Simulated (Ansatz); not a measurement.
## LiY in Pnma, a phase reached by a soft mode: following an unstable mode

Aim: this structure of LiY in Pnma, a phase reached by a soft mode is to be tested for unstable modes, and one is followed downhill.

Calculated with Ansatz 0.2.0; DFT PBEsol, scalar-relativistic, plane waves, PAW.

The structure was built from a prototype and need not be the compound's stable phase.

### 1. The starting structure

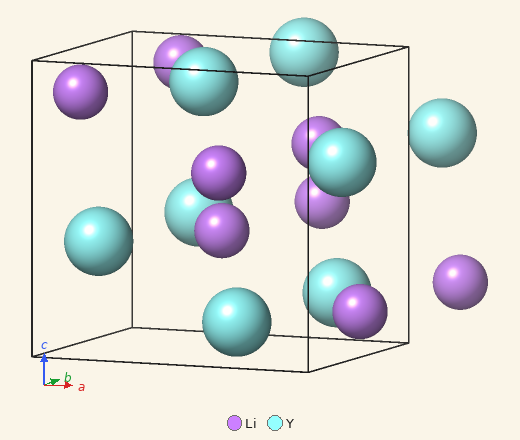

The starting structure, seen slightly off an axis (lithium purple, yttrium teal). 1×2×1 cells are drawn.

Structure file:

```cif
data_structure
_symmetry_space_group_name_H-M 'Pnma'
_symmetry_Int_Tables_number 62
_cell_length_a 6.2492
_cell_length_b 5.1757
_cell_length_c 6.1872
_cell_angle_alpha 90.000
_cell_angle_beta 90.000
_cell_angle_gamma 90.000
_cell_volume 200.12
loop_
_atom_site_label
_atom_site_type_symbol
_atom_site_symmetry_multiplicity
_atom_site_Wyckoff_symbol
_atom_site_fract_x
_atom_site_fract_y
_atom_site_fract_z
_atom_site_occupancy
Li1 Li 4 c 0.58510 0.25000 0.62643 1
Y1 Y 4 c 0.65062 0.25000 0.12677 1
```

### 2. Linear response at the zone centre

This phase was reached earlier by freezing in an unstable mode of a structure of higher symmetry and relaxing. Its zone-centre modes can show that it is still unstable.

File input.yaml:

```yaml
crystal:
  lattice:
    - [6.2491676188, 0.0, 0.0]
    - [0.0, 5.1756949123, 0.0]
    - [0.0, 0.0, 6.1871566033]
  atoms:
    - { symbol: Li, position: [0.5850958571, 0.25, 0.6264328539] }
    - { symbol: Li, position: [0.9149041429, 0.75, 0.1264328539] }
    - { symbol: Li, position: [0.4149041429, 0.75, 0.3735671461] }
    - { symbol: Li, position: [0.0850958571, 0.25, 0.8735671461] }
    - { symbol: "Y", position: [0.6506187743, 0.25, 0.1267719426] }
    - { symbol: "Y", position: [0.8493812257, 0.75, 0.6267719426] }
    - { symbol: "Y", position: [0.3493812257, 0.75, 0.8732280574] }
    - { symbol: "Y", position: [0.1506187743, 0.25, 0.3732280574] }
kpoints:
  mp_grid: { grid: [6, 8, 6] }
hamiltonian:
  xc: pbesol
scf:
  occupations: { method: methfessel_paxton, width: 0.2 }
output:
  eigenvalues: true
phonons:
  method: dfpt
```

The run is started by

```sh
$ ansatz run input.yaml --threads 4 --pin off --max-ram 14336MiB --backend cpu --events-out ev --progress --plain --runs-dir out
```

Numbers of over 12 decimals in the logs are rounded to 6 here.

Log:

```text
zone centre: on kpoints.mp_grid the ground state, and the responses unless they are solved on pairs of k-points, stand on 100 of the mesh's 288 k-points, reduced under 2 symmetry operations, with k and −k counted as one. Each operation leaves every solved displacement unchanged or reverses it
Engine: ansatz 0.2.0, aarch64-unknown-linux-gnu
Pseudopotentials: kind: paw
Pseudopotential: Li, paw, valence charge 3, recommended cutoff 420 eV (normal), Li.paw.azcp
Pseudopotential: Y, paw, valence charge 11, recommended cutoff 420 eV (normal), Y.paw.azcp
Functional definition: PBEsol
  exchange = pbesol_x
  correlation = pbesol_c
Crystal: 8 atoms, lattice volume = 200.116 Å³
Basis set: ecut = 420 eV, 3901 PW (Γ), exchange–correlation on 96×72×96 points (8 copies of the dense FFT grid, shifted against one another)
Bands: 36, of which v1, the nominal top of the filled ones, is band 28 counted from 1 (27 counted from 0)
Symmetry: 8 space group operations
k-points: 100 of 288 (irreducible under 2 space group operations, time reversal used)
Non-local potential: Li, projectors of the file, l = 0: 3, l = 1: 2, l = 2: 1
Non-local potential: Y, projectors of the file, l = 0: 3, l = 1: 2, l = 2: 2, l = 3: 1
PAW form: soft (Blöchl's): semilocal exchange-correlation on the pseudo side does not see the compensation charge
PAW frozen core: Y, regenerated for the run's functional, and the local potential with it (the file was generated under x = pbe(κ = 0.804, μ = 0.219515), c = pbe(β = 0.066725))
PAW one-centre angular grid: Li, 110 points (default); XC on 64 Gauss nodes
PAW one-centre angular grid: Y, 590 points (default); XC on 64 Gauss nodes
Initial density: superposition of atomic densities (neutral atoms: chi_scale 0, normalization atom), corrected by the library's trained network
Initial wavefunctions: pseudopotential atomic-orbital guess
Functional: x = pbesol(κ = 0.804, μ = 0.123457), c = pbesol(β = 0.046)
SCF iter   1: F=—  HF=-15990.572128 eV  |F-HF|=—  |Δ(HF+E_count)|=         —  Δρ=4.39e-3  dr2=9.63e-2  ethr=1.77e-3  ⟨swp⟩=6.6  Hψ=15891  notcnv=0
preconditioner: auto → Kerker (q_TF=auto, 2.207 Å⁻¹)  [metal: Δε(μ)=0.007 eV  Ē_g=2.121 eV  σ=0.200 eV  W_gap=0.03  n_scr=30 (ndim 8)  ℏωp=10.5 eV  f_vac=0.000  D(μ)=10.92/eV (n_scr^D=96)]
SCF iter   2: F=—  HF=-15990.564052 eV  |F-HF|=—  |Δ(HF+E_count)|=   8.08e-3  S|Δr|=    0.00e0  Δρ=2.34e-3  dr2=2.46e-2  ethr=1.72e-4  ⟨swp⟩=1.0  Hψ=4403  notcnv=0
SCF iter   3: F=—  HF=-15990.558726 eV  |F-HF|=—  |Δ(HF+E_count)|=   5.33e-3  S|Δr|=    0.00e0  Δρ=5.41e-4  dr2=1.46e-3  ethr=4.38e-5  ⟨swp⟩=2.0  Hψ=4046  notcnv=0
SCF iter   4: F=—  HF=-15990.558400 eV  |F-HF|=—  |Δ(HF+E_count)|=   3.25e-4  S|Δr|=    0.00e0  Δρ=1.31e-4  dr2=4.84e-5  ethr=2.61e-6  ⟨swp⟩=2.0  Hψ=4331  notcnv=0
SCF iter   5: F=—  HF=-15990.558397 eV  |F-HF|=—  |Δ(HF+E_count)|=   2.86e-6  S|Δr|=    0.00e0  Δρ=3.48e-5  dr2=3.57e-6  ethr=8.65e-8  ⟨swp⟩=2.1  Hψ=4507  notcnv=0
SCF iter   6: F=—  HF=-15990.558375 eV  |F-HF|=—  |Δ(HF+E_count)|=   2.29e-5  S|Δr|=    0.00e0  Δρ=7.57e-6  dr2=1.92e-7  ethr=6.38e-9  ⟨swp⟩=2.0  Hψ=6188  notcnv=0
SCF iter   7: F=—  HF=-15990.558375 eV  |F-HF|=—  |Δ(HF+E_count)|=   3.72e-8  S|Δr|=    0.00e0  Δρ=1.46e-6  dr2=7.48e-9  ethr=3.43e-10  ⟨swp⟩=2.7  Hψ=6327  notcnv=0
SCF iter   8: F=—  HF=-15990.558375 eV  |F-HF|=—  |Δ(HF+E_count)|=   1.14e-9  S|Δr|=    0.00e0  Δρ=3.31e-7  dr2=4.38e-10  ethr=1.34e-11  ⟨swp⟩=2.1  Hψ=4177  notcnv=0
SCF iter   9: F=—  HF=-15990.558375 eV  |F-HF|=—  |Δ(HF+E_count)|=  7.64e-11  S|Δr|=    0.00e0  Δρ=6.99e-8  dr2=2.15e-11  ethr=1.00e-12  ⟨swp⟩=2.0  Hψ=4122  notcnv=0
SCF iter  10: F=-15990.558375 eV  HF=-15990.558375 eV  |F-HF|=1.82e-12  |Δ(HF+E_count)|=  5.46e-12  S|Δr|=    0.00e0  Δρ=1.35e-8  dr2=4.53e-13  ethr=1.00e-12  ⟨swp⟩=5.3  Hψ=13818  notcnv=0
SCF 1 converged in 10 iterations: F = -15990.558375 eV  dr2 = 4.53e-13
  greatest PAW one-centre occupation: 1.000 electrons in one spin orbital (limit 2), on the Li atom at site 2 (counted from 0), in its partial waves of l = 0
DFPT response loops at Γ: preconditioner auto → Kerker (q_TF=auto, 2.207 Å⁻¹) (partly filled bands, converged f_vac=0.000); β = 1.00, the filter's whole step (`scf.mixing.beta` (0.50) is not read by the response loops under this deck's `scf.mixing.preconditioner`; to damp them name `kerker` or `kerker_dos`, under which they read `scf.mixing.beta`, and type it under 1.00, their step now; both keys bind the ground state too); Broyden in place of MSR1
SCF converged after 10 iterations
Stability not checked: this state was not tested for a lower state beside it, because cold or Methfessel-Paxton smearing, or corrected tetrahedra, fill the levels in a way that the test cannot read (fill_not_monotonic; see scf.lower_state_search)
Free energy (F): -15990.558375 eV
Harris-Foulkes:  -15990.558375 eV  (|F-HF|=1.82e-12)
Internal energy: -15990.557690 eV  (E = F + TS)
E sigma→0 (E₀):  -15990.558204 eV
Entropy (-TS):   -0.000684 eV (-0.086 meV/atom)
Fermi energy:    6.569738 eV
Step filling:    the computed levels leave a gap of 0.0000 eV = 0.0 smearing widths at the electron count; against every level under it full and every level over it empty, smearing changes F+E_penalty+E_count by -2.605 meV and its σ→0 estimate by -2.434 meV
--- Per-component energies (eV) ---
  E_band       = -902.610202
  E_kinetic    = 1303.257998
  E_local      = -3202.686361  (includes V_loc(G=0)·N_el)
  E_nonlocal   = 74.852404
  E_hartree    = 1014.000914
  E_xc         = -724.357858
  E_vxc        = -841.154378  (∫ρ·V_xc dr)
  E_paw        = -11172.181404  (= ΣΔE_a)
  E_vpaw       = -264.881756  (= ΣTr[D̂ρ^β])
  E_aug_tail   = 0.000068  (compensation charges beyond the density's cutoff)
  E_ewald      = -3284.038543
  E_core_change = 0.595091  (= ΣΔE_core)
  E_smearing   = -0.000684  (= −TS)
  E_closure    = 0.000000  (closes the sum)
  Σ components = -15990.558375   (vs F -15990.558375, Δ=0.00e0)
--- Band table (eV; the first three rows and the last of 100) ---
  k-point 0: bands = [... 24 lower, 5.8445, 5.8918, 6.2661, 6.8307, 6.9010, 7.0533, 7.1447, 7.1550, ... 4 higher]
  k-point 1: bands = [... 24 lower, 5.7595, 6.2108, 6.2825, 6.7274, 6.7704, 6.9050, 6.9992, 7.1294, ... 4 higher]
  k-point 2: bands = [... 24 lower, 5.9481, 6.1452, 6.4128, 6.6853, 6.7108, 6.8387, 6.9448, 7.0330, ... 4 higher]
  k-point 99: bands = [... 24 lower, 5.7561, 5.7561, 5.7561, 5.7561, 6.8397, 6.8397, 6.8397, 6.8397, ... 4 higher]
--- Phonons (Γ-DFPT): 6 representative perturbations + reference, on 100 of 288 k-points (Σ response iterations 18) ---
  k mesh reduced under 2 symmetry operations, with k and −k counted as one. Each operation leaves every solved displacement unchanged or reverses it
  ASR residual: 1.039e-5 → 0.000e0 eV/Å²; symmetrization residual: 7.000e-6 eV/Å²
  ASR residual per site (eV/Å²): 1.04e-5 1.04e-5 1.04e-5 1.04e-5 8.97e-6 8.97e-6 8.97e-6 8.97e-6
  Γ frequencies (cm⁻¹): -50.28 -38.71 0.00 0.00 0.00 62.97 71.88 79.24 87.23 104.10 107.63 121.61 224.95 240.95 241.19 241.36 283.83 309.45 311.89 312.51 317.84 322.95 334.01 335.79
  non-analytic LO–TO correction: not included (Born effective charges unavailable; polar crystals: no LO–TO splitting at Γ)
```

Run time: 2.8 min. Hardware: 4 threads of Arm Neoverse V1, shared host; peak memory 2.6 GiB.

Reading the cycles: dr2 is the Hartree energy of the density residual (eV), the measure of convergence; HF is the Harris–Foulkes estimate of the energy, which meets the free energy F at convergence.

This step gave:

| Property | Result |
| --- | --- |
| volume per atom | 25.01 Å³ |
| gap on the k-mesh | 0 eV |
| sum-rule residual before enforcement | 1.04e-5 eV/Å² |
| point group | mmm |
| highest optical mode at the zone centre (no LO-TO term) | 335.8 cm⁻¹ |
| lowest optical zone-centre mode | -50.28 cm⁻¹ |

Patterns of degenerate modes are one choice out of their space. The modes at Γ (shares of kinetic energy by element, %) (negative means imaginary):

| mode | frequency (cm⁻¹) | symmetry | Li % | Y % |
| --- | --- | --- | --- | --- |
| 1 | -50.3 | B3u | 12 | 88 |
| 2 | -38.7 | B2g | 5 | 95 |
| 3 | 0.0 | acoustic | 7 | 93 |
| 4 | 0.0 | acoustic | 7 | 93 |
| 5 | 0.0 | acoustic | 7 | 93 |
| 6 | 63.0 | B1g | 6 | 94 |
| 7 | 71.9 | Ag | 2 | 98 |
| 8 | 79.2 | Au | 1 | 99 |
| 9 | 87.2 | Ag | 4 | 96 |
| 10 | 104.1 | B1u | 7 | 93 |
| 11 | 107.6 | B3g | 2 | 98 |
| 12 | 121.6 | B2g | 1 | 99 |
| 13 | 224.9 | B1u | 93 | 7 |
| 14 | 240.9 | B3u | 88 | 12 |
| 15 | 241.2 | Ag | 97 | 3 |
| 16 | 241.4 | B2g | 99 | 1 |
| 17 | 283.8 | Au | 99 | 1 |
| 18 | 309.4 | B3u | 93 | 7 |
| 19 | 311.9 | B2u | 93 | 7 |
| 20 | 312.5 | B1g | 94 | 6 |
| 21 | 317.8 | B1u | 92 | 8 |
| 22 | 322.9 | B2g | 95 | 5 |
| 23 | 334.0 | Ag | 97 | 3 |
| 24 | 335.8 | B3g | 98 | 2 |

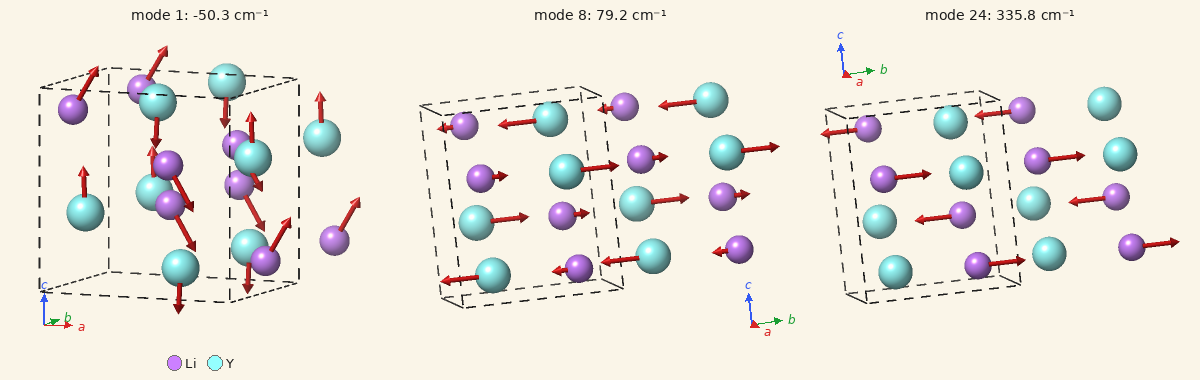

Displacement patterns of modes 1, 8 and 24 at Γ; arrows are exaggerated. 1×2×1 cells are drawn.

Before it was imposed, the acoustic sum rule was missed by 1.0e-5 eV/Å². Small misses are needed for a sound result but don't prove that mesh and cutoff are converged. The lowest optical mode is imaginary, 50.3i cm⁻¹, so the energy falls along it.

### 3. The mode frozen in, largest atomic shift 0 Å

The mode followed lies at Γ with frequency 50.3i cm⁻¹, the softest among the wavevectors solved. At small amplitude the distorted cell has space group no. 26 by a symmetry search on the positions. The undistorted cell that holds it gives the zero of energy on the same k mesh.

Changes to input.yaml since step 2:

```diff
@@ -21,4 +21,4 @@
 output:
+  forces: true
+  stress: true
   eigenvalues: true
-phonons:
-  method: dfpt
```

Log:

```text
[...]
Crystal: 8 atoms, lattice volume = 200.116 Å³
Basis set: ecut = 420 eV, 3901 PW (Γ), exchange–correlation on 90×72×90 points (8 copies of the dense FFT grid, shifted against one another)
Bands: 36, of which v1, the nominal top of the filled ones, is band 28 counted from 1 (27 counted from 0)
Symmetry: 8 space group operations
[...]
k-points: 80 of 288
[...]
k-point 0: bands = [... 24 lower, 5.8445, 5.8918, 6.2661, 6.8307, 6.9010, 7.0533, 7.1447, 7.1550, ... 4 higher]
  k-point 1: bands = [... 24 lower, 5.7595, 6.2109, 6.2825, 6.7274, 6.7704, 6.9050, 6.9992, 7.1294, ... 4 higher]
  k-point 2: bands = [... 24 lower, 5.9481, 6.1452, 6.4128, 6.6853, 6.7109, 6.8387, 6.9448, 7.0330, ... 4 higher]
  k-point 79: bands = [... 24 lower, 5.7561, 5.7561, 5.7561, 5.7561, 6.8397, 6.8397, 6.8397, 6.8397, ... 4 higher]
[key lines of the parts left out:]
SCF converged after 7 iterations
Free energy (F): -15990.558375 eV
Fermi energy:    6.569748 eV
P = ⅓ Tr σ = -0.0025 GPa (-0.025 kbar)
```

The job ended after 10 s (4 threads; peak memory 0.77 GiB).

Numbers from this step:

```yaml
pressure: -0.002473 GPa
energy_from_the_undistorted_cell: 0 meV/atom
```

The run ends at a pressure of 0.00 GPa, with forces up to 7.0e-4 eV/Å.

### 4. The mode frozen in, largest atomic shift 0.45 Å

The atoms are moved along the unstable eigenvector, the largest shift by 0.45 Å, with the cell fixed.

input.yaml, the sections that differ from step 3:

```yaml
crystal:
  lattice:
    - [6.2491676188, 0.0, 0.0]
    - [0.0, 5.1756949123, 0.0]
    - [0.0, 0.0, 6.1871566033]
  atoms:
    - { symbol: Li, position: [0.6222656092, 0.25, 0.5641398367] }
    - { symbol: Li, position: [0.952073895, 0.75, 0.1887258711] }
    - { symbol: Li, position: [0.452073895, 0.75, 0.3112741289] }
    - { symbol: Li, position: [0.1222656092, 0.25, 0.9358601633] }
    - { symbol: "Y", position: [0.6477172991, 0.25, 0.0708976653] }
    - { symbol: "Y", position: [0.8464797505, 0.75, 0.6826462199] }
    - { symbol: "Y", position: [0.3464797505, 0.75, 0.8173537801] }
    - { symbol: "Y", position: [0.1477172991, 0.25, 0.4291023347] }
# kpoints, hamiltonian, scf, output: as in step 3
```

Log:

```text
[...]
Crystal: 8 atoms, lattice volume = 200.116 Å³
Basis set: ecut = 420 eV, 3901 PW (Γ), exchange–correlation on 90×72×90 points (8 copies of the dense FFT grid, shifted against one another)
Bands: 36, of which v1, the nominal top of the filled ones, is band 28 counted from 1 (27 counted from 0)
Symmetry: 4 space group operations
[...]
k-points: 80 of 288 (time reversal used)
[...]
k-point 0: bands = [... 24 lower, 5.7306, 5.8610, 6.1493, 6.5458, 6.5763, 6.9708, 7.0040, 7.3419, ... 4 higher]
  k-point 1: bands = [... 24 lower, 5.7325, 6.0741, 6.1919, 6.4603, 6.7184, 6.8072, 6.9504, 7.3817, ... 4 higher]
  k-point 2: bands = [... 24 lower, 5.7565, 5.9523, 6.4215, 6.5636, 6.6405, 6.8089, 6.8306, 7.3544, ... 4 higher]
  k-point 79: bands = [... 24 lower, 5.7314, 5.7314, 5.7565, 5.7565, 6.9853, 6.9853, 7.0153, 7.0153, ... 4 higher]
[key lines of the parts left out:]
SCF converged after 7 iterations
Free energy (F): -15990.669549 eV
Fermi energy:    6.545939 eV
P = ⅓ Tr σ = 0.1895 GPa (1.895 kbar)
```

It took 12 s on 4 threads; peak memory 0.73 GiB; 46 s of CPU time.

This step gave:

| Item | Value |
| --- | --- |
| pressure | 0.1895 GPa |
| energy from the undistorted cell | -14.02 meV/atom |

The energy, extrapolated to zero smearing, is -14.02 meV/atom against the undistorted cell.

The run ends at a pressure of 0.19 GPa, with forces up to 0.18 eV/Å.

### 5. Energy along the mode, all amplitudes (two of the runs are shown above)

An imaginary frequency means negative curvature, so the energy should fall and then rise again as anharmonic terms take over.

Numbers from this step:

```
depth at the lowest point sampled  : 14.02 meV/atom
largest atomic shift at that point : 0.45 Å
```

Table of energy from the parent by largest atomic shift:

| largest atomic shift (Å) | energy from the parent (meV/atom) |
| --- | --- |
| 0.000 | 0 |
| 0.040 | -0.237 |
| 0.080 | -0.927 |
| 0.140 | -2.67 |
| 0.220 | -5.84 |
| 0.320 | -10.1 |
| 0.450 | -14.0 |
| 0.600 | -12.8 |

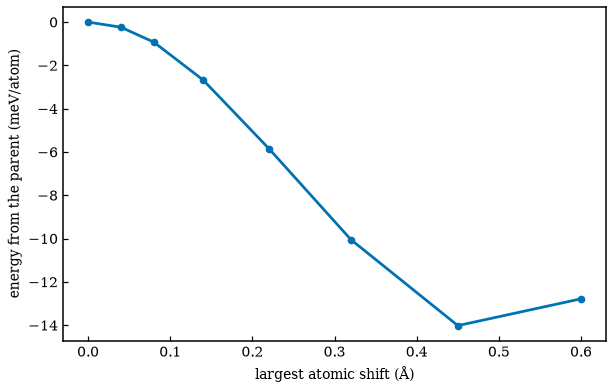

Energy from the parent, plotted against largest atomic shift.

Displacement at unit largest shift by atom:

| atom | x (Å) | y (Å) | z (Å) | size |
| --- | --- | --- | --- | --- |
| Li1 | 0.516 | 0.000 | -0.856 | 0.999 |
| Li2 | 0.516 | 0.000 | 0.856 | 0.999 |
| Li3 | 0.516 | 0.000 | -0.856 | 0.999 |
| Li4 | 0.516 | 0.000 | 0.856 | 0.999 |
| Y5 | -0.040 | 0.000 | -0.768 | 0.769 |
| Y6 | -0.040 | 0.000 | 0.768 | 0.769 |
| Y7 | -0.040 | 0.000 | -0.768 | 0.769 |
| Y8 | -0.040 | 0.000 | 0.768 | 0.769 |

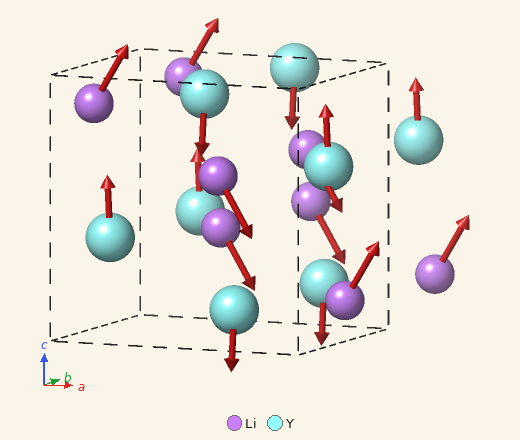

Displacement at unit largest shift as arrows, the longest 0.999 Å. 1×2×1 cells are drawn.

The lowest of the steps tried is at 0.45 Å, 14.0 meV/atom below the parent; the bottom of the well need not coincide with a step.

(Continued in part 2 of 3.)

[Logs are printed without paths, hosts, clocks, repeated set-up lines and the standing remarks that a program may print on its own settings, such as how far it seeks lower states.]

[Hosts, paths, dates, database ids (printed as entryN), source tags and the programs' standing remarks are cut or masked in the printed files.]
